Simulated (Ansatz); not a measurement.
# Calculations on Si$_{2}$H$_{3}$ClF$_{2}$ and related structures

## 1. Relaxation

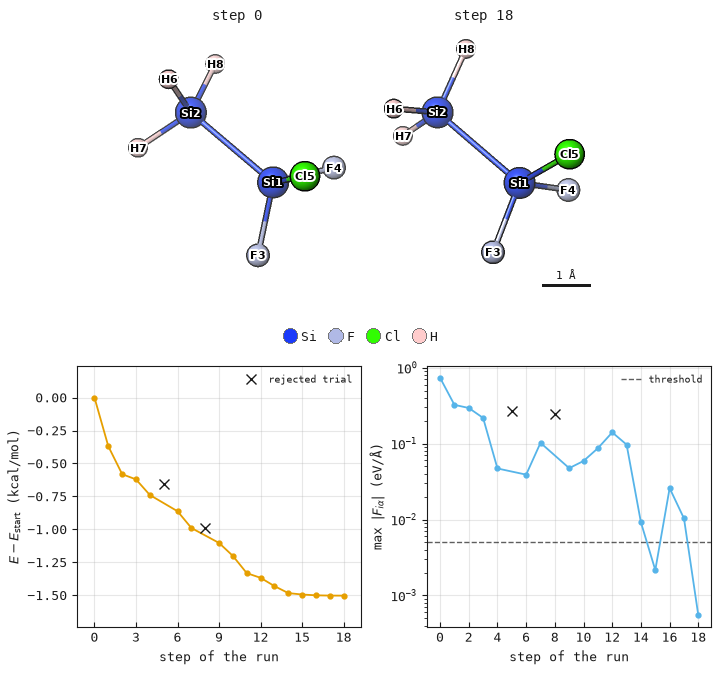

First and last geometry of a relaxation of Si2H3ClF2, with the history of the run. A ball-and-stick model, seen from a free direction.

It is one of the separated reactants of a reaction.

Computed with RKS PBE0-D4/def2-TZVP in Ansatz 0.2.0. (force threshold 0.005 eV/Å; at most 200 steps)

Q: Did the run converge, and what did it change?

A: It converged. The largest moves after the best rigid fit, 0.76 Å, are those of H6 and H8. By element the largest moves are H 0.76 Å, Cl 0.68 Å, F 0.63 Å, Si 0.02 Å. Among the contacts that change: Si1–Cl5 2.048 → 2.034 Å, Si2–H8 1.491 → 1.484 Å, Si1–Si2 2.324 → 2.330 Å, Si1–F3 1.591 → 1.585 Å. Among the angles between lasting bonds that change: Si2–Si1–F3 114.6° → 111.4°, Si2–Si1–Cl5 114.6° → 112.0°, F4–Si1–Cl5 105.0° → 107.6°. Groups turn about Si1–Si2 by about 55°. The energy falls by 1.50 kcal/mol in 16 accepted moves (18 points after the start). The largest force component goes from 0.74 to 0.00055 eV/Å. The line search rejected the trial steps at points 5, 8 of the run. The forces were under the threshold at step 15, but the run went on from there.

## 2. Relaxation

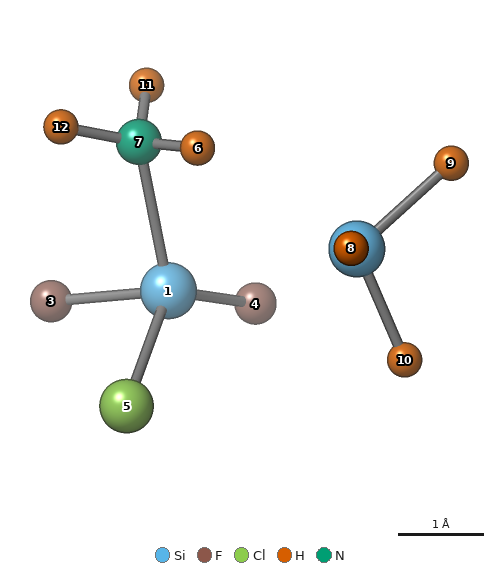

This is the input geometry for a relaxation of Si2NH6ClF2 (started from a transition state, displaced along its imaginary mode). A ball-and-stick model, seen at a tilt.

Method: RKS PBE0-D4/def2-TZVP (Ansatz 0.2.0).

Input
```yaml
crystal:
  periodic: [false, false, false]
  atoms:
    - {symbol: Si, position_ang: [-0.938695, 0.307089, -0.695865]}
    - {symbol: Si, position_ang: [0.294322, -1.035205, 1.388051]}
    - {symbol: F, position_ang: [-1.504927, 1.173531, -1.981839]}
    - {symbol: F, position_ang: [-1.341978, -1.121728, -1.204057]}
    - {symbol: Cl, position_ang: [-1.817863, 1.413821, 0.749776]}
    - {symbol: H, position_ang: [1.063160, 0.441859, -0.144295]}
    - {symbol: N, position_ang: [0.861305, 0.809668, -0.950716]}
    - {symbol: H, position_ang: [0.784586, -0.318623, 2.634481]}
    - {symbol: H, position_ang: [1.269925, -2.217745, 1.236413]}
    - {symbol: H, position_ang: [-0.981607, -1.643947, 1.783444]}
    - {symbol: H, position_ang: [1.243716, 0.361830, -1.803798]}
    - {symbol: H, position_ang: [1.068057, 1.829450, -1.011796]}
basis:
  gaussian: {orbitals: def2-TZVP}
hamiltonian: {xc: pbe0, dispersion: d4}
relax: {f_tol: 0.005, max_steps: 200}
```

Command:
```bash
ansatz run in.yaml --threads 5 --pin off --events-out ev --progress --plain --max-ram 66560MiB --backend cuda --devices 0, --max-vram 37GiB
```

Q: What does the optimiser find from here?

A: Over 40 accepted moves (42 points after the start) the energy falls by 2.177 eV. The largest force component goes from 7.5 to 0.0041 eV/Å. The line search rejected the trial steps at points 31, 34 of the run. The forces were under the threshold at step 36, but the run went on from there. F4 moves most after the best rigid fit: 1.73 Å. Largest moves by element: F 1.73 Å, H 1.25 Å, Cl 0.91 Å, Si 0.70 Å, N 0.63 Å. Near-neighbour distances that change, for instance: Si1–H6 2.081 → 3.783 Å, Si1–N7 1.886 → 2.963 Å, Si1–Si2 2.769 → 2.324 Å, Si2–Cl5 3.296 → 3.682 Å. Bonds break, among them: Si1–N7 (1.89 → 2.96 Å). Bond angles that change, for instance: F4–Si1–Cl5 128.2° → 105.0°, H6–N7–H11 118.3° → 107.6°, F3–Si1–Cl5 96.9° → 107.5°. The run took about 100 s of wall time on a shared GPU.

The structure at the end:

```xyz
12

Si   -1.4177   -0.1219   -0.4104
Si    0.0187   -1.1179    1.1209
F    -0.9567   -0.2476   -1.9280
F    -2.8377   -0.8415   -0.3787
Cl   -1.8149    1.8538   -0.0481
H     2.2782    0.6816   -0.3261
N     1.3358    0.9623   -0.5687
H     0.5611   -0.0963    2.0478
H     1.1068   -1.8307    0.4070
H    -0.7465   -2.1173    1.9197
H     1.2654    0.9584   -1.5794
H     1.2074    1.9171   -0.2563
```

The end point in the same view:

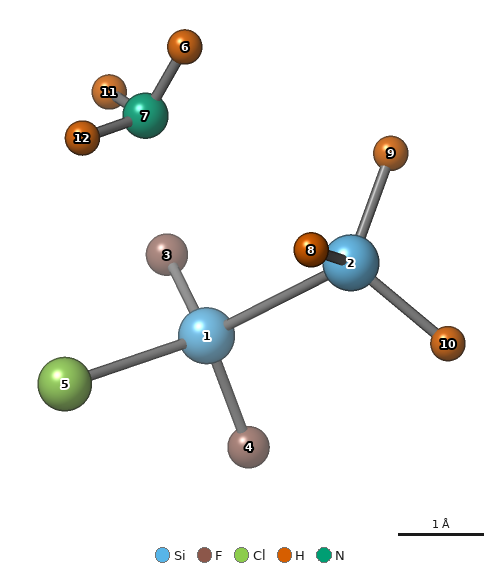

## 3. Reaction

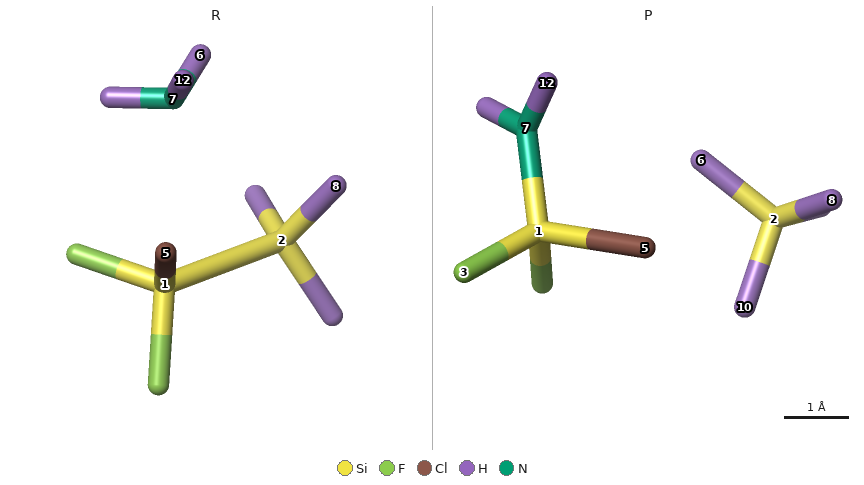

Reactant (R) and product (P) of one elementary step of Si$_{2}$NH$_{6}$ClF$_{2}$. A stick model, seen at a tilt.

Stationary points at PBE0-D4/def2-TZVP, single-point energies with CCSD(T)/CBS, B3LYP-D4, RPA@PBE, r2SCAN0-D4, CCSD(T), BLYP-D4 (def2-TZVPP where no basis is named; Ansatz 0.2.0). The energies are electronic, without zero-point or thermal terms, and both ends are the minima reached downhill from the saddle, with any fragments still in contact. CCSD(T)/CBS stands for a frozen-core estimate: MP2 correlation extrapolated from def2-TZVPP and def2-QZVPP, CCSD(T) minus MP2 from the smaller set.

> What is the transition state like, and how high is the barrier?

Counted by bonded pieces, R holds NH₃ + Si₂H₃ClF₂ and P holds SiH₂NClF₂ + SiH₄. From R over the saddle to P, bonds form: N–Si (2.96 → 1.82 → 1.67 Å), H–Si (3.23 → 1.99 → 1.48 Å). Bonds break: Si–Si (2.32 → 2.93 → 4.29 Å), H–N (1.01 → 1.21 → 3.29 Å). The saddle has one imaginary mode, 1216i cm⁻¹. With CCSD(T)/CBS the barrier is 48.1 kcal/mol from R and 62.1 kcal/mol from P, and P lies 14.0 kcal/mol below R.

| level | barrier from R (kcal/mol) | barrier from P (kcal/mol) | P less R (kcal/mol) |
| --- | --- | --- | --- |
| CCSD(T)/CBS | 48.1 | 62.1 | −14.0 |
| B3LYP-D4 | 47.2 | 59.8 | −12.6 |
| RPA@PBE | 47.9 | 62.5 | −14.6 |
| r2SCAN0-D4 | 44.8 | 58.5 | −13.6 |
| CCSD(T) | 48.2 | 62.5 | −14.3 |
| BLYP-D4 | 44.7 | 55.4 | −10.7 |

Against CCSD(T)/CBS, CCSD(T) comes closest on the barrier from R (+0.1 kcal/mol) and BLYP-D4 misses most (−3.4 kcal/mol).

The saddle point in the same view, with dashed sticks for the bonds that form or break:

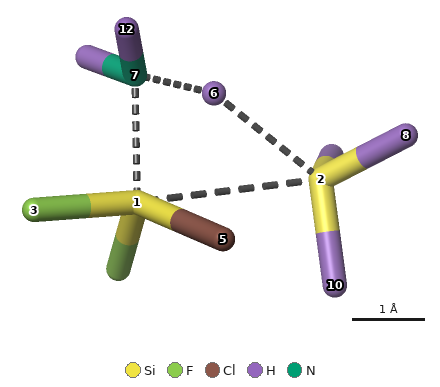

Limits of the set-up: the start holds two separate molecules, 2.6 Å apart at their closest, whose relative position is a soft coordinate.
